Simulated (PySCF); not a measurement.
Run report: C4H7FGeN2, excited-state calculation

System: C4H7FGeN2.
Method: TDDFT PBE0/def2-SVPD, vertical, gas phase, core orbitals frozen in the response (PySCF 2.14.0).

The geometry comes from this level: GFN2-xTB.

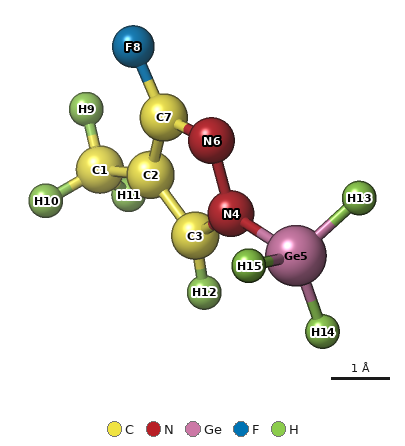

*The structure (ball-and-stick view, seen at a tilt; atoms are numbered from 1 in the order of the input). Sticks mark near contacts.*

Bond lengths as drawn: C–C 1.38 to 1.49 Å, C–F 1.33 Å, C–H 1.07 to 1.09 Å, C–N 1.31 to 1.35 Å, Ge–H 1.49 to 1.50 Å, Ge–N 1.84 Å and N–N 1.34 Å.

Input file:
```
{"job": {"kind": "uv", "xc": "PBE0", "basis": "def2-SVPD", "nstates": 6, "ntriplets": 2}, "charge": 0, "multiplicity": 1}
C     -2.540862     0.250876     0.593426
C     -1.149688    -0.010019     0.131720
C      0.045671     0.470589     0.618213
N      1.048840    -0.040145    -0.126470
Ge     2.881616     0.085620    -0.237931
N      0.564886    -0.838726    -1.092154
C     -0.739160    -0.822347    -0.940809
F     -1.539074    -1.526561    -1.738872
H     -3.214458    -0.493757     0.176609
H     -2.872872     1.236232     0.266329
H     -2.596734     0.216573     1.679652
H      0.251126     1.131868     1.437878
H      3.363619    -1.318556    -0.291143
H      3.313901     0.824258     0.988977
H      3.178776     0.842086    -1.487338
```

The first line tells a small driver script what to run in PySCF; the rest is the geometry in Å.

Run on 1 CPU thread, shared host.

Command:
```bash
OMP_NUM_THREADS=1 python <driver script> task.json out
```

Log:
```
coarse grid: 60984 points
cycle   1  E = -2441.7291475386  dE =  7.827e-01  |g| = 5.988e-01  |ddm| = 6.698e+00
cycle   2  E = -2441.7054926850  dE =  2.365e-02  |g| = 7.232e-01  |ddm| = 2.005e+00
cycle   3  E = -2441.7889188199  dE = -8.343e-02  |g| = 8.810e-02  |ddm| = 1.030e+00
cycle   4  E = -2441.7900093219  dE = -1.091e-03  |g| = 4.679e-02  |ddm| = 1.890e-01
cycle   5  E = -2441.7904184145  dE = -4.091e-04  |g| = 1.231e-02  |ddm| = 8.729e-02
cycle   6  E = -2441.7904494517  dE = -3.104e-05  |g| = 4.434e-03  |ddm| = 2.778e-02
cycle   7  E = -2441.7904530498  dE = -3.598e-06  |g| = 1.082e-03  |ddm| = 8.815e-03
final grid: 129064 points
cycle   8  E = -2441.7904495361  dE =  6.179e-07  |g| = 2.006e-03  |ddm| = 1.265e-02
cycle   9  E = -2441.7904468012  dE =  2.735e-06  |g| = 3.939e-03  |ddm| = 1.171e-02
cycle  10  E = -2441.7904504888  dE = -3.688e-06  |g| = 2.621e-04  |ddm| = 7.822e-03
cycle  11  E = -2441.7904505033  dE = -1.449e-08  |g| = 2.882e-05  |ddm| = 3.868e-04
cycle  12  E = -2441.7904505035  dE = -1.878e-10  |g| = 1.034e-05  |ddm| = 5.418e-05
```

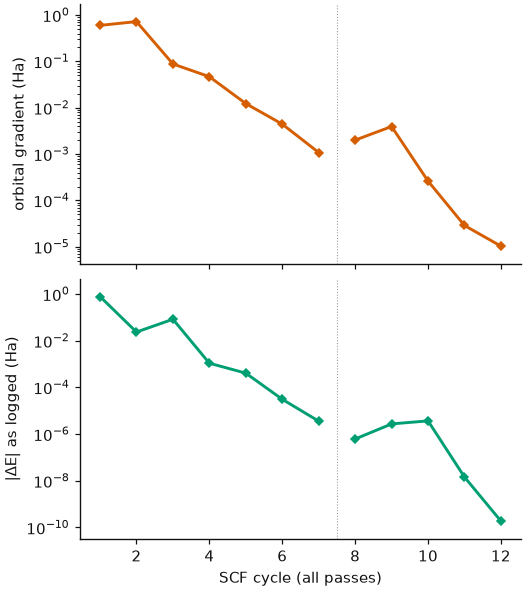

*Convergence of the self-consistent field: orbital gradient and size of the energy change against the SCF cycle. The dotted line marks the change from a coarse to the final integration grid.*

The first 7 cycles use a coarse grid, the final grid takes over at cycle 8, and the field converges after 12 cycles in all.

```
converged SCF energy = -2441.7904505035

Static polarisability (au): isotropic 88.379, principal 64.080 86.093 114.964

Singlet excitations
state   eV       nm        f      main configurations
  1   6.0372    205.4   0.00258   H->L 0.93
  2   6.2366    198.8   0.16074   H->L+1 0.82
  3   6.2632    198.0   0.00538   H-1->L 0.90
  4   6.4139    193.3   0.01197   H->L+2 0.90
  5   6.6399    186.7   0.00319   H-1->L+2 0.81, H-1->L+1 0.12
  6   6.7764    183.0   0.05513   H-1->L+1 0.59, H->L+3 0.12, H-1->L+2 0.09

Triplet excitations (Tamm-Dancoff, eV): 4.5896 4.9340
```

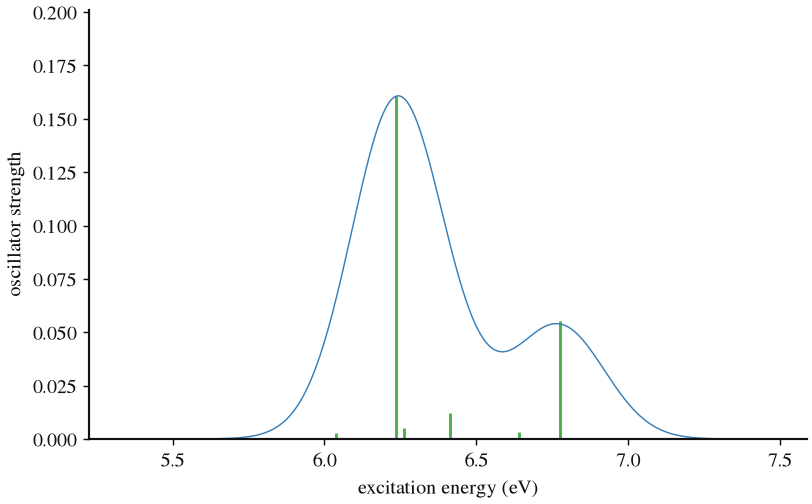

*Computed excitations as sticks (degenerate states added up, dark ones marked on the axis), with a Gaussian envelope of 0.35 eV full width at half maximum, scaled to the tallest.*

Of the 6 states the lowest lies at 6.04 eV (f = 0.003); the strongest line is at 6.24 eV, or 199 nm (f = 0.161).

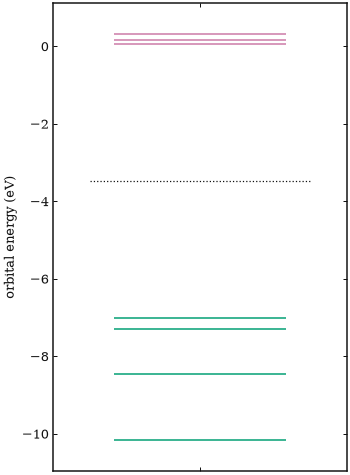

*Orbital energies near the frontier; the dotted line parts filled from empty levels, and levels within 0.02 eV of each other stand side by side.*

Highest filled −7.01 eV, lowest empty 0.07 eV, 7.08 eV apart.

Key numbers:

- outcome: converged
- total energy: −2441.790451 hartree
- HOMO: −7.01 eV
- LUMO: 0.07 eV
- dipole moment: 3.51 D
- mean polarisability: 88.38 a.u.
- lowest singlet excitation: 6.04 eV
- wall time: 47 s
- peak memory: 1 GiB

Remarks:

Spin–orbit coupling is left out, which matters for the heavy atoms.
